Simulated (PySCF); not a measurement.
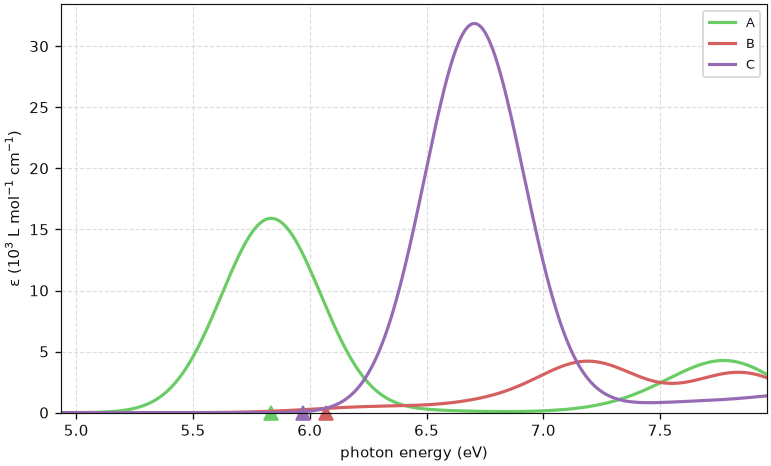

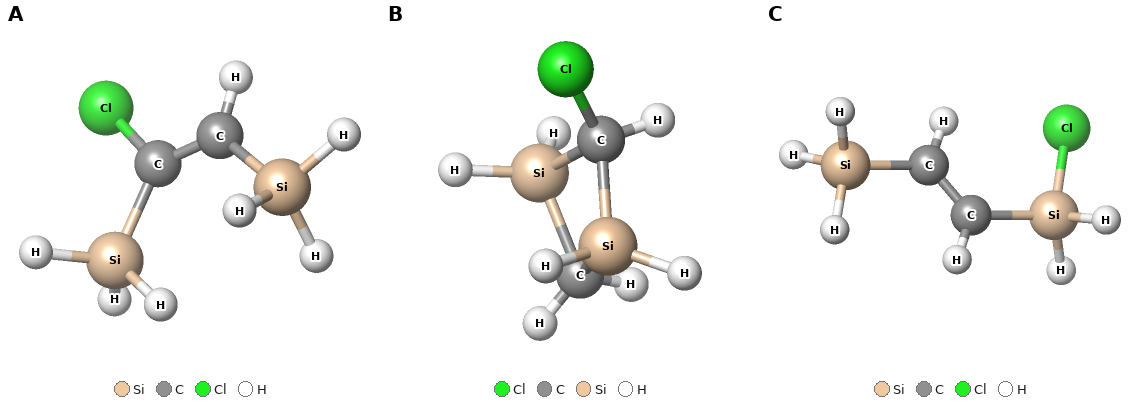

Related molecules: A is C₂H₇ClSi₂, SMILES [SiH3]/C=C(\[SiH3])Cl; B is C₂H₇ClSi₂, SMILES ClC1[SiH2]C[SiH2]1; C is C₂H₇ClSi₂, SMILES [SiH3]/C=C/[SiH2]Cl. Vertical TDDFT absorption, CAM-B3LYP/def2-SVPD with PySCF, at a PBE0-D3(BJ)/def2-SVP geometry (no frequency check); Gaussians of 1/e half-width 0.30 eV, triangles mark S1, and the range ends where the computed states of one molecule run out.

How does the lowest singlet move?

A: 5.83 eV (f = 0.295, mainly HOMO → LUMO (96 %)); B: 6.07 eV (f = 0.003, mixed, the largest part being HOMO → LUMO+2 (39 %)); C: 5.97 eV (f = 0.000, mainly HOMO−1 → LUMO (91 %)). From A to B it shifts 0.23 eV to the blue, but one of these states is bright and the other nearly dark, so it isn't one band that moves. From A to C it shifts 0.13 eV to the blue, but one of these states is bright and the other nearly dark, so it isn't one band that moves.

And the brightest state of each within the range drawn?

A: S1 at 5.83 eV, f = 0.29; B: S6 at 7.19 eV, f = 0.07; C: S2 at 6.70 eV, f = 0.59.

Caveats, for all or some of the runs: core orbitals are frozen in the response; one conformer of a flexible molecule.
